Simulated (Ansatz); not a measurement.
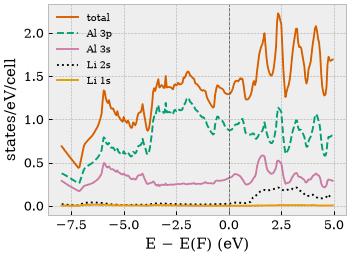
Figure. Total and projected density of states of LiAl3 (Cu3Au type, space group No. 221), plane-wave PAW LDA (Ansatz code)

Question: Which orbitals carry the states next to the Fermi level?

Answer: Within 0.5 eV of the Fermi level: Al 3p 69 %, Al 3s 24 %, outside the projected shells 5 %. Projections are on Löwdin-orthogonalised atomic valence shells; empty p or d shells of many metals are not among them.

Question: Where is the tallest occupied peak in this window, and what makes it?

Answer: Near -1.9 eV, about 1.6 states/eV per cell; the largest projected share is Al 3p.

Space group Pm-3m (Cu3Au type). The first step of the workflow began from a Materials Project structure, measured or hypothetical; the Crystallography Open Database copy checked does not list it. With Li and Al taken as one species the cell has the higher symmetry Fm-3m, so it may be an ordered model of a mixed-site phase. Its standing as an ambient phase is unchecked. Symmetry was held in the LDA relaxation; of distortions, only those at the zone centre were tested.

Potentials: the later of the program's two PAW sets.
